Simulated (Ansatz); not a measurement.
Run report: CH5BF2, molecular dynamics (part 2 of 2)

CH5BF2; UKS PBE0-D4/STO-3G (Ansatz 0.2.0). It belongs to a series of runs on one base structure; here: dynamics from the start.

Geometry of the input (Å):
```
B  -0.3312  -0.8346  0.2803
C  0.0080  0.8779  -0.3363
F  -0.6871  -1.6888  -0.6821
F  -0.9545  -0.8681  1.4612
H  0.7767  -0.1880  0.1694
H  1.1503  -1.0247  0.5362
H  -0.9768  1.2735  -0.5835
H  0.4267  1.5494  0.4093
H  0.5879  0.9035  -1.2546
```

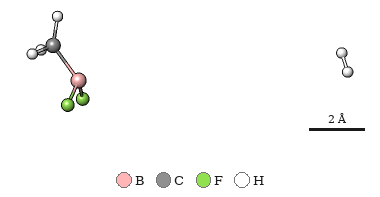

**Figure 1.** The geometry at step 134 of the log (ball-and-stick view, seen at a tilt).

Log, continued:
```
md step   107: t =    53.50 fs  T =  4425.0 K  F+E_penalty+E_count = -7123.95400337 eV  E_kin = 4.003792 eV  conserved = -7119.95021169 eV  (25 SCF iters, 3 dispersion substeps)
md step   108: t =    54.00 fs  T =  4453.5 K  F+E_penalty+E_count = -7123.98265290 eV  E_kin = 4.029594 eV  conserved = -7119.95305854 eV  (24 SCF iters, 3 dispersion substeps)
md step   109: t =    54.50 fs  T =  4470.5 K  F+E_penalty+E_count = -7124.00143072 eV  E_kin = 4.045009 eV  conserved = -7119.95642218 eV  (25 SCF iters, 3 dispersion substeps)
md step   110: t =    55.00 fs  T =  4427.7 K  F+E_penalty+E_count = -7123.96322275 eV  E_kin = 4.006257 eV  conserved = -7119.95696540 eV  (26 SCF iters, 3 dispersion substeps)
md step   111: t =    55.50 fs  T =  4328.4 K  F+E_penalty+E_count = -7123.86819586 eV  E_kin = 3.916436 eV  conserved = -7119.95175956 eV  (26 SCF iters, 3 dispersion substeps)
md step   112: t =    56.00 fs  T =  4254.9 K  F+E_penalty+E_count = -7123.79632699 eV  E_kin = 3.849920 eV  conserved = -7119.94640665 eV  (26 SCF iters, 3 dispersion substeps)
md step   113: t =    56.50 fs  T =  4278.1 K  F+E_penalty+E_count = -7123.82102408 eV  E_kin = 3.870925 eV  conserved = -7119.95009905 eV  (26 SCF iters, 3 dispersion substeps)
md step   114: t =    57.00 fs  T =  4346.6 K  F+E_penalty+E_count = -7123.89026303 eV  E_kin = 3.932852 eV  conserved = -7119.95741073 eV  (26 SCF iters, 3 dispersion substeps)
md step   115: t =    57.50 fs  T =  4351.3 K  F+E_penalty+E_count = -7123.89622139 eV  E_kin = 3.937168 eV  conserved = -7119.95905318 eV  (27 SCF iters, 3 dispersion substeps)
md step   116: t =    58.00 fs  T =  4255.1 K  F+E_penalty+E_count = -7123.80571323 eV  E_kin = 3.850098 eV  conserved = -7119.95561501 eV  (26 SCF iters, 3 dispersion substeps)
md step   117: t =    58.50 fs  T =  4103.3 K  F+E_penalty+E_count = -7123.66397403 eV  E_kin = 3.712765 eV  conserved = -7119.95120910 eV  (26 SCF iters, 3 dispersion substeps)
md step   118: t =    59.00 fs  T =  3965.4 K  F+E_penalty+E_count = -7123.53634036 eV  E_kin = 3.587955 eV  conserved = -7119.94838488 eV  (26 SCF iters, 3 dispersion substeps)
md step   119: t =    59.50 fs  T =  3888.2 K  F+E_penalty+E_count = -7123.46628392 eV  E_kin = 3.518159 eV  conserved = -7119.94812448 eV  (26 SCF iters, 3 dispersion substeps)
md step   120: t =    60.00 fs  T =  3876.9 K  F+E_penalty+E_count = -7123.45828562 eV  E_kin = 3.507912 eV  conserved = -7119.95037364 eV  (25 SCF iters, 3 dispersion substeps)
md step   121: t =    60.50 fs  T =  3894.3 K  F+E_penalty+E_count = -7123.47797179 eV  E_kin = 3.523643 eV  conserved = -7119.95432883 eV  (26 SCF iters, 3 dispersion substeps)
md step   122: t =    61.00 fs  T =  3876.3 K  F+E_penalty+E_count = -7123.46554340 eV  E_kin = 3.507332 eV  conserved = -7119.95821173 eV  (27 SCF iters, 3 dispersion substeps)
md step   123: t =    61.50 fs  T =  3766.3 K  F+E_penalty+E_count = -7123.36638396 eV  E_kin = 3.407799 eV  conserved = -7119.95858498 eV  (27 SCF iters, 3 dispersion substeps)
md step   124: t =    62.00 fs  T =  3571.1 K  F+E_penalty+E_count = -7123.18377967 eV  E_kin = 3.231188 eV  conserved = -7119.95259158 eV  (27 SCF iters, 3 dispersion substeps)
md step   125: t =    62.50 fs  T =  3387.4 K  F+E_penalty+E_count = -7123.01085190 eV  E_kin = 3.065011 eV  conserved = -7119.94584088 eV  (26 SCF iters, 3 dispersion substeps)
md step   126: t =    63.00 fs  T =  3310.2 K  F+E_penalty+E_count = -7122.94318413 eV  E_kin = 2.995173 eV  conserved = -7119.94801111 eV  (26 SCF iters, 3 dispersion substeps)
md step   127: t =    63.50 fs  T =  3313.4 K  F+E_penalty+E_count = -7122.95248184 eV  E_kin = 2.998072 eV  conserved = -7119.95440948 eV  (24 SCF iters, 3 dispersion substeps)
md step   128: t =    64.00 fs  T =  3304.1 K  F+E_penalty+E_count = -7122.94557389 eV  E_kin = 2.989593 eV  conserved = -7119.95598084 eV  (26 SCF iters, 3 dispersion substeps)
md step   129: t =    64.50 fs  T =  3246.3 K  F+E_penalty+E_count = -7122.89066446 eV  E_kin = 2.937324 eV  conserved = -7119.95334060 eV  (26 SCF iters, 3 dispersion substeps)
md step   130: t =    65.00 fs  T =  3172.5 K  F+E_penalty+E_count = -7122.82097588 eV  E_kin = 2.870578 eV  conserved = -7119.95039765 eV  (26 SCF iters, 3 dispersion substeps)
md step   131: t =    65.50 fs  T =  3128.6 K  F+E_penalty+E_count = -7122.77989063 eV  E_kin = 2.830786 eV  conserved = -7119.94910440 eV  (27 SCF iters, 3 dispersion substeps)
md step   132: t =    66.00 fs  T =  3136.8 K  F+E_penalty+E_count = -7122.78797635 eV  E_kin = 2.838235 eV  conserved = -7119.94974125 eV  (27 SCF iters, 3 dispersion substeps)
md step   133: t =    66.50 fs  T =  3187.6 K  F+E_penalty+E_count = -7122.83614329 eV  E_kin = 2.884169 eV  conserved = -7119.95197435 eV  (27 SCF iters, 3 dispersion substeps)
md step   134: t =    67.00 fs  T =  3244.1 K  F+E_penalty+E_count = -7122.89047327 eV  E_kin = 2.935324 eV  conserved = -7119.95514889 eV  (27 SCF iters, 3 dispersion substeps)
md step   135: t =    67.50 fs  T =  3256.1 K  F+E_penalty+E_count = -7122.90392939 eV  E_kin = 2.946145 eV  conserved = -7119.95778401 eV  (27 SCF iters, 3 dispersion substeps)
md step   136: t =    68.00 fs  T =  3188.8 K  F+E_penalty+E_count = -7122.84218769 eV  E_kin = 2.885302 eV  conserved = -7119.95688537 eV  (27 SCF iters, 3 dispersion substeps)
md step   137: t =    68.50 fs  T =  3070.8 K  F+E_penalty+E_count = -7122.72877846 eV  E_kin = 2.778490 eV  conserved = -7119.95028845 eV  (27 SCF iters, 3 dispersion substeps)
md step   138: t =    69.00 fs  T =  3008.5 K  F+E_penalty+E_count = -7122.66627879 eV  E_kin = 2.722127 eV  conserved = -7119.94415187 eV  (27 SCF iters, 3 dispersion substeps)
md step   139: t =    69.50 fs  T =  3086.1 K  F+E_penalty+E_count = -7122.74059295 eV  E_kin = 2.792405 eV  conserved = -7119.94818779 eV  (27 SCF iters, 3 dispersion substeps)
md step   140: t =    70.00 fs  T =  3246.5 K  F+E_penalty+E_count = -7122.89440547 eV  E_kin = 2.937484 eV  conserved = -7119.95692186 eV  (26 SCF iters, 3 dispersion substeps)
md step   141: t =    70.50 fs  T =  3358.3 K  F+E_penalty+E_count = -7122.99855082 eV  E_kin = 3.038646 eV  conserved = -7119.95990452 eV  (27 SCF iters, 3 dispersion substeps)
md step   142: t =    71.00 fs  T =  3361.3 K  F+E_penalty+E_count = -7122.99846028 eV  E_kin = 3.041353 eV  conserved = -7119.95710685 eV  (27 SCF iters, 3 dispersion substeps)
md step   143: t =    71.50 fs  T =  3288.5 K  F+E_penalty+E_count = -7122.92823217 eV  E_kin = 2.975494 eV  conserved = -7119.95273824 eV  (27 SCF iters, 3 dispersion substeps)
md step   144: t =    72.00 fs  T =  3208.4 K  F+E_penalty+E_count = -7122.85237351 eV  E_kin = 2.903031 eV  conserved = -7119.94934206 eV  (27 SCF iters, 3 dispersion substeps)
md step   145: t =    72.50 fs  T =  3178.4 K  F+E_penalty+E_count = -7122.82368742 eV  E_kin = 2.875893 eV  conserved = -7119.94779421 eV  (23 SCF iters, 3 dispersion substeps)
md step   146: t =    73.00 fs  T =  3225.2 K  F+E_penalty+E_count = -7122.86655386 eV  E_kin = 2.918188 eV  conserved = -7119.94836558 eV  (26 SCF iters, 3 dispersion substeps)
md step   147: t =    73.50 fs  T =  3338.5 K  F+E_penalty+E_count = -7122.97174342 eV  E_kin = 3.020706 eV  conserved = -7119.95103707 eV  (24 SCF iters, 3 dispersion substeps)
md step   148: t =    74.00 fs  T =  3474.1 K  F+E_penalty+E_count = -7123.09817974 eV  E_kin = 3.143391 eV  conserved = -7119.95478909 eV  (25 SCF iters, 3 dispersion substeps)
md step   149: t =    74.50 fs  T =  3576.2 K  F+E_penalty+E_count = -7123.19229145 eV  E_kin = 3.235838 eV  conserved = -7119.95645321 eV  (25 SCF iters, 3 dispersion substeps)
these checks for a lower state are left out or cut short: starts, cluster_reference, orbital_swaps, neighbouring_geometries, increment
362 factors; integrals over basis functions are off by at most 4.3e-5 eV
mean field -7123.16654200 eV, -261.7715421627 hartree, gradient 2.7e-5 eV, S^2 0.000000; 0 other end points of the search recorded, 0 dependent functions left out
the calculation of the forces begins
reference -7123.16656079 eV, -261.7715428533 hartree; 17, 17 occupied and 8, 8 virtual orbitals, 362 factors
362 factors; integrals over basis functions are off by at most 4.3e-5 eV
mean field evaluation 1184: about -7123.1665 eV, gradient 1.1e-3 eV
mean field -7123.16654200 eV, -261.7715421627 hartree, gradient 2.7e-5 eV, S^2 0.000000; 1 other end points of the search recorded, 0 dependent functions left out
the calculation of the forces begins
reference -7123.16656079 eV, -261.7715428533 hartree; 17, 17 occupied and 8, 8 virtual orbitals, 362 factors
md step   150: t =    75.00 fs  T =  3629.8 K  F+E_penalty+E_count = -7123.23698762 eV  E_kin = 3.284318 eV  conserved = -7119.95266997 eV  (23 SCF iters, 3 dispersion substeps)
```

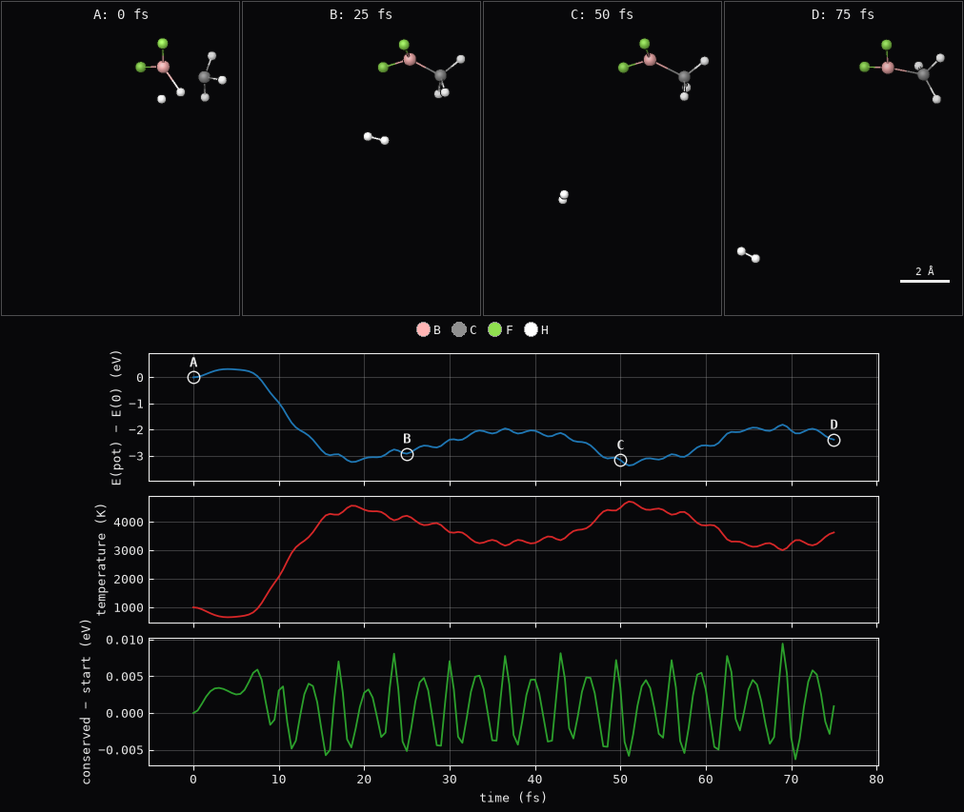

**Figure 2.** Frames of the molecular dynamics (ball-and-stick, seen at a tilt) above the curves, on which the letters mark them. The trajectory kept here has 151 frames over 75 fs. The temperature starts at 1000 K, ranges from 654 to 4718 K and averages 3730 K over the second half. The potential energy ends 2.379 eV below its first value. The conserved quantity stays within 0.016 eV. After an unweighted best fit of the last frame on the first, the root-mean-square displacement is 4.33 Å, and H5 has moved furthest (8.53 Å).

```
Total energy: -7123.23700641 eV, -261.7741316822 hartree
Atom 0 at    -0.551921    -0.563995     0.151937 Å, force    -1.192668     1.412585    -0.867719 eV/Å
Atom 1 at    -0.622256     0.914331    -0.367387 Å, force     2.405685     2.168888    -0.073908 eV/Å
Atom 2 at    -0.763278    -1.550516    -0.672428 Å, force     1.117482    -1.586822    -1.212642 eV/Å
Atom 3 at    -1.121855    -0.699100     1.292012 Å, force    -0.285462    -1.031545     3.583958 eV/Å
Atom 4 at     9.211035    -5.489498     2.870850 Å, force    -0.862479    -3.093023     1.016058 eV/Å
Atom 5 at     9.382716    -4.873793     2.668591 Å, force     0.862464     3.093037    -1.016056 eV/Å
Atom 6 at    -1.154404     1.539329     0.387753 Å, force     0.092304    -0.556829    -0.660772 eV/Å
Atom 7 at     0.266664     1.571086    -0.710784 Å, force    -1.558794    -1.776351     0.306482 eV/Å
Atom 8 at    -1.274207     0.638894    -1.186090 Å, force    -0.578532     1.370059    -1.075402 eV/Å
Dipole moment:     0.073066    -0.001994     0.003142 e Å
```

Trajectory as extended XYZ (Å, eV, eV/Å), 11 of the 151 frames kept, from step=0 to step=150:
```
9
Properties=species:S:1:pos:R:3:forces:R:3 step=0 time_fs=0.0 energy=-7120.85843 temperature=1000.0
B    -0.3312   -0.8346    0.2803   -1.2552   0.2050  -0.2096
C     0.0080    0.8779   -0.3363   -1.0933  -0.2876  -0.0089
F    -0.6871   -1.6888   -0.6821    0.1199  -0.0063  -0.3165
F    -0.9545   -0.8681    1.4612    0.0727   0.2178   0.2317
H     0.7767   -0.1880    0.1694    2.1807  -0.6693   0.5376
H     1.1503   -1.0247    0.5362   -0.2049   0.2053  -0.1027
H    -0.9768    1.2735   -0.5835   -0.4116  -0.1389   0.0124
H     0.4267    1.5494    0.4093    0.2695   0.3120   0.1368
H     0.5879    0.9035   -1.2546    0.3221   0.1620  -0.2808
9
Properties=species:S:1:pos:R:3:forces:R:3 step=15 time_fs=7.5 energy=-7120.81186 temperature=955.1
B    -0.3305   -0.8304    0.3142   -1.7742   2.7795  -4.1787
C    -0.0011    0.8961   -0.3330   -0.6746  -2.3601   2.6379
F    -0.6783   -1.6921   -0.7097    0.5865   0.8852   1.6829
F    -0.9657   -0.8579    1.4712    0.2276  -0.1631   0.7122
H     1.1206   -0.5257    0.0576    0.3504  -1.0817   1.9236
H     1.0662   -1.1542    0.6642    2.1928  -0.0040  -0.8132
H    -1.0362    1.1136   -0.4637   -1.1796   1.3368   0.1018
H     0.5523    1.6759    0.2256   -0.8405  -0.7026   0.7642
H     0.4086    1.0125   -1.2793    1.1116  -0.6899  -2.8306
9
Properties=species:S:1:pos:R:3:forces:R:3 step=30 time_fs=15.0 energy=-7123.63844 temperature=4070.0
B    -0.4205   -0.7149    0.2012   -2.1499   1.7895   1.6779
C    -0.0544    0.8310   -0.3303   -1.8285  -0.2638   1.4757
F    -0.6546   -1.6728   -0.6964    0.4874   0.3313   0.8582
F    -0.9668   -0.8513    1.4865    1.7129  -0.0891  -3.0581
H     1.9129   -0.9112    0.4241   -0.2877  -1.6732   0.7728
H     1.7184   -1.5940    0.7307    0.7035   1.5286  -0.6684
H    -1.0781    1.3127   -0.2844    0.7366  -0.5841  -0.6350
H     0.4771    1.5494    0.3749    0.3070  -1.5123  -1.2899
H     0.2566    0.8140   -1.3981    0.3186   0.4731   0.8668
9
Properties=species:S:1:pos:R:3:forces:R:3 step=45 time_fs=22.5 energy=-7123.81188 temperature=4261.2
B    -0.6261   -0.5530    0.1446   -1.3957  -6.7348   2.1687
C    -0.1769    0.7373   -0.2956    2.8752   5.6287  -3.7325
F    -0.6174   -1.6384   -0.6543   -0.2359   0.7599   0.3945
F    -0.9265   -0.8457    1.4280   -0.0066   0.4846  -0.9606
H     2.8431   -1.4087    0.8499    0.4526   1.6368  -0.0075
H     2.6564   -2.0795    0.8527   -0.4627  -1.6311   0.0048
H    -1.0007    1.5024   -0.3302    1.0985  -0.3719   0.3691
H     0.6948    1.0553    0.3313   -1.0749   0.3852  -0.0883
H     0.2969    0.7261   -1.3555   -1.2504  -0.1573   1.8518
9
Properties=species:S:1:pos:R:3:forces:R:3 step=60 time_fs=30.0 energy=-7123.23913 temperature=3638.9
B    -0.8727   -0.6022    0.1458    2.4874   3.2338  -3.1622
C    -0.2276    0.7917   -0.3202   -1.2461  -1.0144  -2.4964
F    -0.5863   -1.5956   -0.6089   -0.5640  -2.7849  -2.4930
F    -0.8873   -0.8349    1.3657   -1.6105  -1.0266   6.0827
H     3.7650   -1.9473    1.2560    1.1308   4.1511   1.8753
H     3.6076   -2.5244    0.9953   -1.1344  -4.1493  -1.8762
H    -0.7485    1.7406   -0.2563   -0.2430   0.2038   0.0554
H     0.6191    0.7861    0.3080    1.7131   0.7228   1.1712
H     0.1681    0.6120   -1.3557   -0.5333   0.6637   0.8432
9
Properties=species:S:1:pos:R:3:forces:R:3 step=75 time_fs=37.5 energy=-7122.95475 temperature=3313.5
B    -1.0035   -0.5638    0.0708    4.3389   0.4425   3.1146
C    -0.2789    0.8584   -0.3707   -1.0184  -1.7381   1.9482
F    -0.5723   -1.6145   -0.6217   -1.4592  -0.1190  -0.9727
F    -0.8923   -0.8425    1.4223   -1.8367   0.6254  -1.6976
H     4.6820   -2.5012    1.6540    0.3544   1.3295   1.4971
H     4.5615   -2.9528    1.1455   -0.3552  -1.3291  -1.4973
H    -0.5607    1.8647   -0.1797   -1.7349   1.1086   0.0221
H     0.5918    0.8062    0.2896    0.7344  -0.4445  -0.4570
H    -0.0181    0.7411   -1.3806    0.9768   0.1247  -1.9574
9
Properties=species:S:1:pos:R:3:forces:R:3 step=90 time_fs=45.0 energy=-7123.32045 temperature=3720.4
B    -0.9334   -0.5046    0.1117    3.3311  -3.6134   0.2733
C    -0.3542    0.8983   -0.4090    1.4475   0.1493   1.4772
F    -0.5971   -1.6401   -0.6629   -1.7210   2.7538   1.4996
F    -0.9465   -0.8354    1.4514   -1.0019   1.0878  -2.3638
H     5.5879   -3.0947    2.0364   -0.1430  -0.5679  -1.6706
H     5.5258   -3.3412    1.3112    0.1427   0.5681   1.6705
H    -0.8626    1.8633   -0.1435    0.7823  -0.9995   0.4627
H     0.7301    0.7707    0.0171   -2.1974   1.1602  -0.0519
H    -0.0899    0.9994   -1.4464   -0.6402  -0.5385  -1.2970
9
Properties=species:S:1:pos:R:3:forces:R:3 step=105 time_fs=52.5 energy=-7124.01560 temperature=4493.3
B    -0.7066   -0.5851    0.1646   -0.0909   1.5391  -1.4385
C    -0.4156    0.9192   -0.4485    0.5602   0.2647   1.6635
F    -0.6659   -1.6016   -0.6699    0.0472  -0.5908   0.0452
F    -1.0291   -0.8021    1.4231    0.1020   0.0373   0.1655
H     6.4822   -3.7317    2.3560    0.0796   0.1889  -3.3728
H     6.5015   -3.6860    1.5396   -0.0797  -0.1888   3.3728
H    -1.0676    1.6610    0.1186    0.6124  -0.8182  -1.2288
H     0.6416    1.1890   -0.0880   -1.4145  -0.2756  -1.1036
H    -0.5140    1.0259   -1.5827    0.1837  -0.1566   1.8967
9
Properties=species:S:1:pos:R:3:forces:R:3 step=120 time_fs=60.0 energy=-7123.45829 temperature=3876.9
B    -0.4851   -0.6092    0.1733   -3.4035   1.8364   0.7751
C    -0.4639    0.9146   -0.4194   -2.5092  -1.1768  -0.9062
F    -0.7376   -1.5740   -0.6752    0.9929  -1.1309  -0.4272
F    -1.1053   -0.7643    1.3857    1.8811  -0.0135  -1.0819
H     7.3769   -4.3702    2.5845    0.3824   1.3046  -2.7772
H     7.4769   -4.0294    1.8590   -0.3825  -1.3045   2.7771
H    -1.2365    1.4156    0.1697    0.1147   0.3266   0.5145
H     0.3587    1.5694   -0.4615    1.9532   0.7512   0.1992
H    -0.9455    0.9529   -1.4446    0.9709  -0.5931   0.9265
9
Properties=species:S:1:pos:R:3:forces:R:3 step=135 time_fs=67.5 energy=-7122.90393 temperature=3256.1
B    -0.4258   -0.5575    0.2003   -4.0483  -1.7122  -1.7617
C    -0.5330    0.9179   -0.3791   -0.8627  -2.1567  -0.8959
F    -0.7786   -1.5732   -0.6878    2.1872   1.2233   1.3590
F    -1.1332   -0.7275    1.3261    1.5583  -0.2149   0.7126
H     8.2854   -4.9607    2.7400    0.1566   0.5530  -0.5003
H     8.4384   -4.4208    2.2515   -0.1567  -0.5530   0.5003
H    -1.2525    1.3147    0.2978   -0.6788   1.3398   0.7477
H     0.1489    1.6421   -0.7091    2.0412   1.1222   0.0620
H    -1.1009    0.6609   -1.2825   -0.1969   0.3985  -0.2236
9
Properties=species:S:1:pos:R:3:forces:R:3 step=150 time_fs=75.0 energy=-7123.23699 temperature=3629.8
B    -0.5519   -0.5640    0.1519   -1.1927   1.4126  -0.8677
C    -0.6223    0.9143   -0.3674    2.4057   2.1689  -0.0739
F    -0.7633   -1.5505   -0.6724    1.1175  -1.5868  -1.2126
F    -1.1219   -0.6991    1.2920   -0.2855  -1.0315   3.5840
H     9.2110   -5.4895    2.8708   -0.8625  -3.0930   1.0161
H     9.3827   -4.8738    2.6686    0.8625   3.0930  -1.0161
H    -1.1544    1.5393    0.3878    0.0923  -0.5568  -0.6608
H     0.2667    1.5711   -0.7108   -1.5588  -1.7764   0.3065
H    -1.2742    0.6389   -1.1861   -0.5785   1.3701  -1.0754
```

Summary:

```json
{"quantity": "outcome", "value": "finished"}
{"quantity": "mean temperature over the second half", "value": "3730 K"}
{"quantity": "trajectory", "value": "150 steps, 75 fs"}
{"quantity": "ensemble", "value": "nve"}
{"quantity": "temperature in the input", "value": "1000.0 K"}
{"quantity": "time step", "value": "0.5 fs"}
{"quantity": "potential energy (last step)", "value": "−7123.2370 eV"}
{"quantity": "mean-field energy (last step)", "value": "−7123.1666 eV"}
{"quantity": "largest force (length of the vector) (last step)", "value": "3.740 eV/Å"}
{"quantity": "hardware", "value": "1 thread of Intel Xeon (Sapphire Rapids), 16 GiB of memory available, shared host"}
{"quantity": "wall time", "value": "3 min"}
{"quantity": "peak memory", "value": "0.13 GiB"}
```

Remarks:

So short a trajectory is not equilibrated.
